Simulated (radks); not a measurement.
## Atomic calculation, with input and output: Cu

Atomic copper (Cu) in the configuration [Ar] 3d10 4s1 (high spin). Computed at this level: non-relativistic Kohn-Sham, LDA (Slater exchange, Perdew-Wang correlation), spin-polarised, spherical densities, point nucleus (the in-house radial solver radks).

Results in brief:

| quantity | value |
| --- | --- |
| outcome | converged |
| total energy | −1637.7812 hartree |
| kinetic energy | 1635.9900 hartree |
| electron–nucleus energy | −3923.3931 hartree |
| Hartree energy | 713.987735 hartree |
| exchange–correlation energy | −64.365751 hartree |
| radius at density 0.001 e/bohr³ | 4.10 bohr |
| SCF iterations | 18 |
| hardware | 1 CPU thread, shared host |
| wall time | 3.7 s |

Input file:
```
Z 29
configuration [Ar] 3d10 4s1
relativity non-relativistic
functional lda,pw
spin polarised
nucleus point
response adiabatic LDA kernel
```

Energies in input and log are in hartree, lengths in bohr.

The program's output:
```
1s      1   1.0000        -320.78663421
2s      1   1.0000         -38.13818645
2p      1   3.0000         -33.47836142
3s      1   1.0000          -4.05441197
3p      1   3.0000          -2.60648326
3d      1   5.0000          -0.20235412
4s      1   1.0000          -0.18376903
1s      2   1.0000        -320.78540547
2s      2   1.0000         -38.13917429
2p      2   3.0000         -33.47889170
3s      2   1.0000          -4.05532013
3p      2   3.0000          -2.60684773
3d      2   5.0000          -0.19704069
4s      2   0.0000          -0.15425053
Etot -1637.7811823014342
Ekin 1635.9899738287502
Encl -3923.393139966292
Eh 713.9877352959888
Exc -64.36575145988112
err 4.051657984632024e-09
it 18
```

Orbitals:

```
orbital  occupation  energy (eV)  ⟨r⟩ (bohr)  outer maximum (bohr)
  1s up           1      −8729.0     0.05298                0.0349
1s down           1      −8729.0     0.05298                0.0349
2s down           1      −1037.8      0.2391                 0.200
  2s up           1      −1037.8      0.2391                 0.200
2p down           3     −911.007      0.2080                 0.160
  2p up           3     −910.993      0.2080                 0.160
3s down           1     −110.351      0.7237                 0.622
  3s up           1     −110.326      0.7240                 0.622
3p down           3      −70.936      0.7546                 0.623
  3p up           3      −70.926      0.7553                 0.623
  3d up           5       −5.506       1.051                 0.599
3d down           5       −5.362       1.028                 0.598
  4s up           1       −5.001       2.928                  2.31
4s down           0       −4.197       2.990                  2.30
```

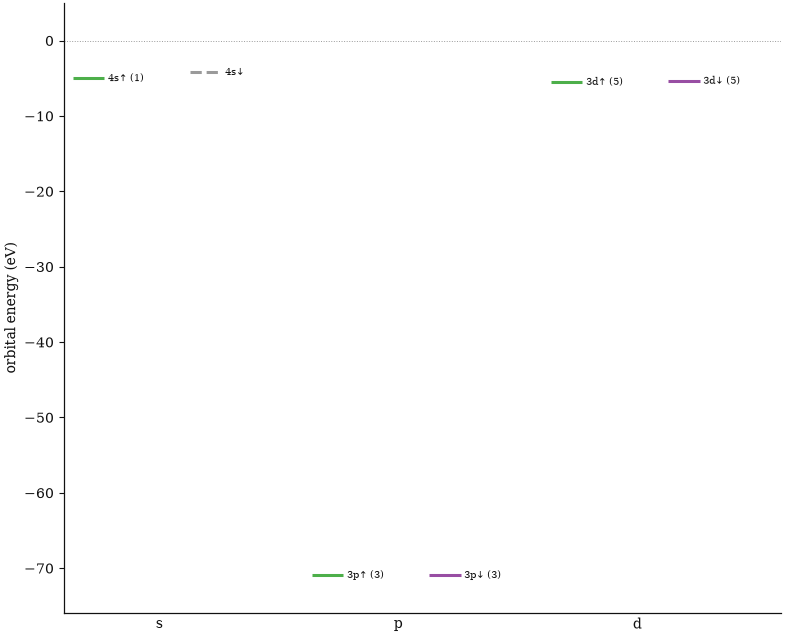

*The outer levels are drawn by angular momentum (occupations in brackets, up spins at the left of each column and down spins at the right, empty levels dashed).*

The highest occupied level is 4s up at −5.00 eV. From the top down the occupied levels run 4s up (−5.00 eV), 3d down (−5.36 eV), 3d up (−5.51 eV), 3p up (−70.9 eV), 3p down (−70.9 eV). The lowest empty level drawn is 4s down at −4.20 eV. The largest exchange splitting (down less up) among the shells drawn in both spins is that of 4s, 0.803 eV.

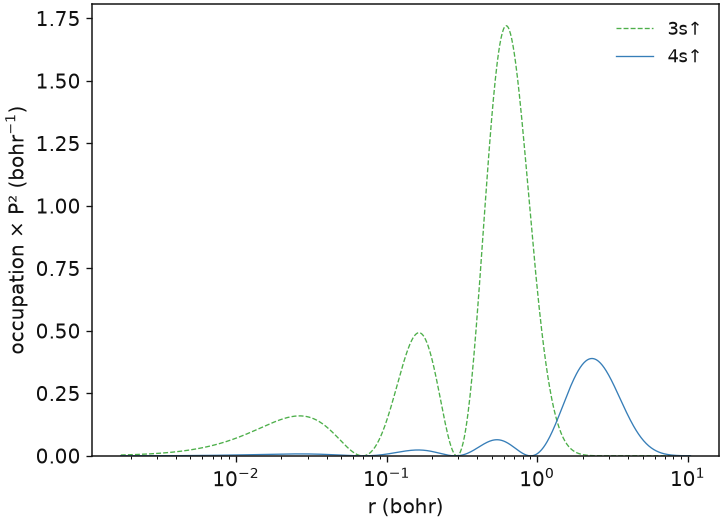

*The radial probability densities P² of 4s up and 3s up, each times its occupation.*

3s up: outer maximum at 0.622 bohr, ⟨r⟩ = 0.724 bohr, 2 nodes, eigenvalue −110.3 eV; 4s up: outer maximum at 2.31 bohr, ⟨r⟩ = 2.93 bohr, 3 nodes, eigenvalue −5.00 eV.

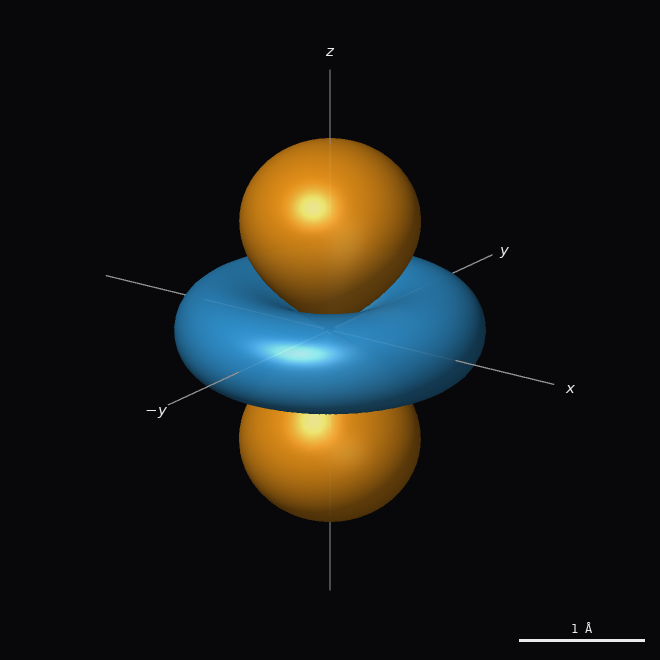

*The 3d(z²) orbital of up spin. The radial function comes from the spherical calculation and is multiplied by a real spherical harmonic; the overall sign is chosen so that the largest lobe of P(r) is positive. The surface of constant |ψ| that holds about 95 % of the electron is drawn, orange where ψ is positive and blue where it is negative.*

It has two nodal cones about z and no radial node. The maximum of P² lies at 0.599 bohr, ⟨r⟩ = 1.05 bohr, 90 % of the charge lies within 1.92 bohr, and the eigenvalue is −5.51 eV, with 5 electrons in the shell for this spin.

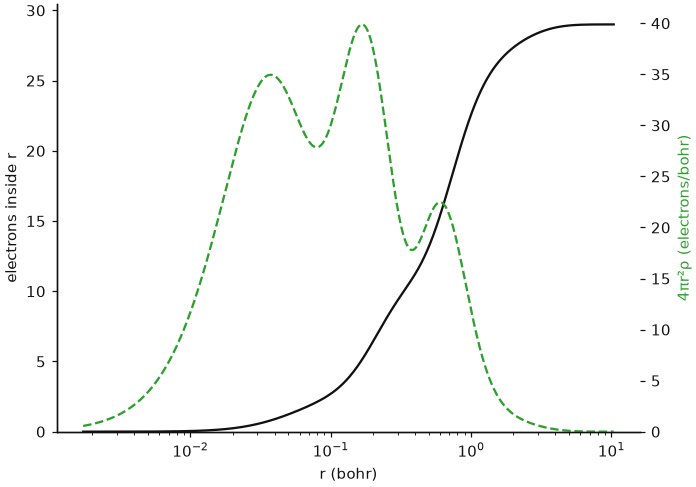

*The number of electrons inside radius r (solid) and the radial density 4πr²ρ (dashed).*

The count levels off at 29 electrons. Half of them lie within 0.562 bohr, 90 % within 1.51 bohr and 99 % within 3.74 bohr. The radial density has minima at 0.0796 and 0.382 bohr, where the count stands at 2.1 and 10.9; these part the shells that the density resolves.
